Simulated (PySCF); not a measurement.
**C₄H₇FO: NMR shifts and spin-spin couplings**

What NMR shifts and spin-spin couplings should C₄H₇FO (`C[C@@H](C=O)CF`) show?

Programs: PySCF 2.14.0, with density-fitted response routines of our own. Each step states its level of theory. These are calculated values for one molecule in the gas phase, unless marked as measured. Atoms count from 0, in the outputs and in this text.

## (1) The starting structure

13 atoms, charge 0, multiplicity 1; geometry from: GFN2-xTB.

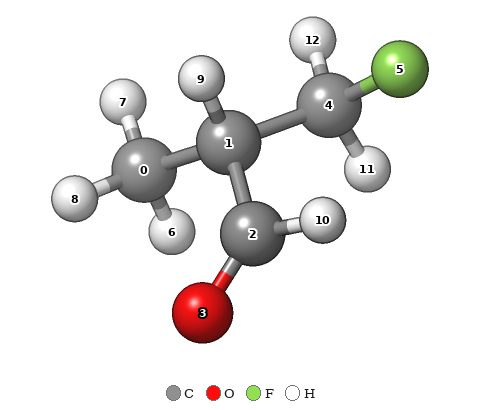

As it starts; carbon grey, oxygen red, fluorine green, hydrogen white, atoms numbered.

## (2) Shielding tensors: PBE0/pcSseg-1

Job settings and geometry (Å):

```
{"job": {"kind": "nmr", "xc": "PBE0", "basis": "pcSseg-1"}, "charge": 0, "multiplicity": 1}
C      1.349502    -0.485664     0.117392
C      0.012930     0.039851    -0.393286
C     -1.036478    -1.049132    -0.454407
O     -0.826850    -2.219477    -0.318866
C     -0.489516     1.202522     0.466020
F     -1.607992     1.767739    -0.092628
H      1.250764    -0.824682     1.145720
H      2.112581     0.286955     0.073237
H      1.665336    -1.330566    -0.487936
H      0.120068     0.410950    -1.421113
H     -2.052820    -0.660159    -0.654104
H     -0.767172     0.869269     1.471394
H      0.265259     1.992879     0.530850
```

Method: GIAO PBE0/pcSseg-1 NMR shielding, non-relativistic, gas phase.

**Question.** This job is followed by: B3LYP/pcJ-1 indirect spin-spin coupling, non-relativistic, gas phase. What will the session give for the following? 13C shifts against TMS (PBE0/pcSseg-1); 1H shifts against TMS (PBE0/pcSseg-1, means over atoms taken as alike); 17O shifts against H2O (PBE0/pcSseg-1); 19F shifts against CFCl3 (PBE0/pcSseg-1); largest coupling of the table (B3LYP/pcJ-1).

**Answer**, as computed:

```
                                                              quantity                              value
                                13C shifts against TMS (PBE0/pcSseg-1)         208.0, 87.9, 51.1, 8.9 ppm
1H shifts against TMS (PBE0/pcSseg-1, means over atoms taken as alike)  10.37, 5.02, 4.65, 2.59, 0.90 ppm
                                17O shifts against H2O (PBE0/pcSseg-1)                          697.7 ppm
                              19F shifts against CFCl3 (PBE0/pcSseg-1)                         -251.2 ppm
                           largest coupling of the table (B3LYP/pcJ-1)           1J(C,F) C4–F5, -230.1 Hz
```

**Reading.** The most deshielded carbon is C2 (aldehyde carbonyl carbon), at 208.0 ppm: low-lying n→π* states of the double bond to the heteroatom give a large paramagnetic term (-269 ppm). H10 (hydrogen on an aldehyde carbonyl carbon) lies farthest downfield among hydrogen, at 10.37 ppm; deshielded by the polar, anisotropic C=O bond. At PBE0/pcSseg-1: Shielding is most anisotropic at O3 (span 1428 ppm, paramagnetic term -760 ppm). In the run at B3LYP/pcJ-1, the largest coupling of the table is C4–F5, -230.1 Hz, of which the Fermi-contact term gives -279.8 Hz. Couplings across rotatable bonds belong to this one conformer; where others are populated, the observed values are averages.
